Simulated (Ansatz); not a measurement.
# UPBE/3-21G run of PH2 (SMILES [PH2])

What is the energy change on altering one bond length of PH2 at UPBE/3-21G? 

Program for the calculation: Ansatz 0.2.0.

46 further runs of the same task are left out: 46 set aside as unsound or not needed.

## Step 1: The system as given

The species is PH2 (3 atoms), meant as a doublet with charge 0. As SMILES, `[PH2]`. Geometry: relaxed at GFN2-xTB.

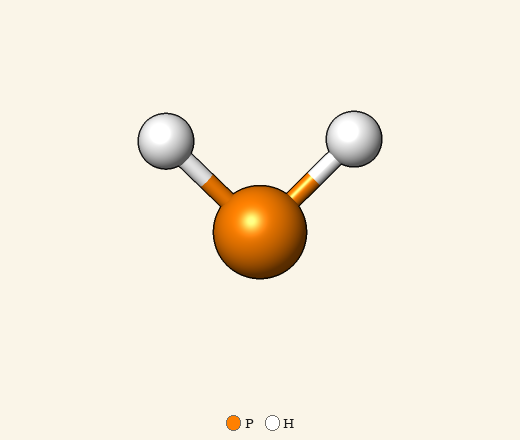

Viewed from a chosen angle; phosphorus orange, hydrogen white.

## Step 2: A single-point energy at UPBE/3-21G

Contents of in.yaml:

```yaml
basis:
  gaussian: {orbitals: 3-21G.json}
crystal:
  periodic: [false, false, false]
  atoms:
    - symbol: P
      position_ang: [0.514470, -0.302750, 0.252680]
    - symbol: H
      position_ang: [0.111510, 1.027360, 0.172420]
    - symbol: H
      position_ang: [-0.625980, -0.724620, -0.425100]
magnetization: {spin_polarized: true, initial_magnetization: 1}
hamiltonian: {xc: pbe}
accuracy: high
```

The basis set 3-21G is read from a file made from the Basis Set Exchange's data (not shown).

The run is started by

```console
ansatz run in.yaml --threads 1 --pin off --max-ram 2610MiB --events-out events.jsonl --progress --plain --runs-dir runs
```

The log of the run:

```text
Warning: RAYON_NUM_THREADS=1 ignored (pool sized by the plan → 1); use --threads N
Functional definition: PBE
  name "PBE"
  parameter kappa = 0.804
  parameter beta = 0.06672455060314922
  exchange = pbe_x(kappa = kappa, mu = beta*pi^2/3)
  correlation = pbe_c(beta = beta)
323 factors; integrals over basis functions are off by at most 2.1e-9 eV
mean field evaluation 1: about -9267.3147 eV, gradient 4.7e0 eV
mean field evaluation 2: about -9267.4000 eV, gradient 3.8e0 eV
mean field evaluation 4: about -9267.4974 eV, gradient 1.0e-1 eV
mean field evaluation 8: about -9267.4851 eV, gradient 2.0e-4 eV
mean field evaluation 16: about -9267.4851 eV, gradient 3.8e-8 eV
mean field -9267.48506480 eV, -340.5737944042 hartree, gradient 3.6e-8 eV, S^2 0.751649; 0 other end points of the search recorded, 0 dependent functions left out
reference -9267.48506650 eV, -340.5737944668 hartree; 9, 8 occupied and 8, 9 virtual orbitals, 323 factors
Total energy: -9267.48506650 eV, -340.5737944668 hartree
```

Run time: 0.81 s. Hardware: 1 thread of Arm Neoverse V1, shared host; peak memory 0.095 GiB.

## Step 3: The distorted shape at the same level

Contents of run.yaml:

```yaml
crystal:
  periodic: [false, false, false]
  atoms:
    - {symbol: P, position_ang: [0.799546, -0.197296, 0.422103]}
    - {symbol: H, position_ang: [0.396586, 1.132814, 0.341843]}
    - {symbol: H, position_ang: [-0.625980, -0.724620, -0.425100]}
basis:
  gaussian: {orbitals: 3-21G.json}
magnetization: {spin_polarized: true, initial_magnetization: 1}
hamiltonian: {xc: pbe}
accuracy: high
```

The basis set 3-21G is read from a file made from the Basis Set Exchange's data (not shown).

The run is started by

```console
ansatz run run.yaml --threads 1 --pin off --max-ram 2610MiB --events-out events.jsonl --progress --plain --runs-dir runs
```

The log of the run, cut to the lines that bear on the results:

```text
Warning: RAYON_NUM_THREADS=1 ignored (pool sized by the plan → 1); use --threads N
[... 6 set-up lines as earlier in the session ...]
322 factors; integrals over basis functions are off by at most 2.2e-9 eV
mean field evaluation 1: about -9267.0135 eV, gradient 3.9e0 eV
mean field evaluation 2: about -9266.9972 eV, gradient 4.3e0 eV
mean field evaluation 4: about -9267.1465 eV, gradient 1.7e-1 eV
mean field evaluation 8: about -9267.1362 eV, gradient 3.7e-3 eV
mean field evaluation 16: about -9267.1362 eV, gradient 1.3e-7 eV
mean field -9267.13618604 eV, -340.5609733463 hartree, gradient 6.5e-9 eV, S^2 0.753023; 0 other end points of the search recorded, 0 dependent functions left out
reference -9267.13618776 eV, -340.5609734096 hartree; 9, 8 occupied and 8, 9 virtual orbitals, 322 factors
Total energy: -9267.13618776 eV, -340.5609734096 hartree
```

It took 0.89 s on 1 thread of Arm Neoverse V1, shared host; peak memory 0.095 GiB.

## Step 4: What came out

Level: UPBE/3-21G.

| quantity | value |
| --- | --- |
| first shape: total energy | -340.57379 Eh |
| first shape: ⟨S²⟩ | 0.752 |
| distorted shape: total energy | -340.56097 Eh |
| distorted shape: ⟨S²⟩ | 0.753 |
| energy change with the P1–H3 bond stretched from 1.392 to 1.740 Å | 0.349 eV |

In words: With the P1–H3 bond stretched from 1.392 to 1.740 Å the energy rises by 0.35 eV (33.7 kJ/mol). The first shape isn't relaxed at this level, so the change isn't measured from a minimum.
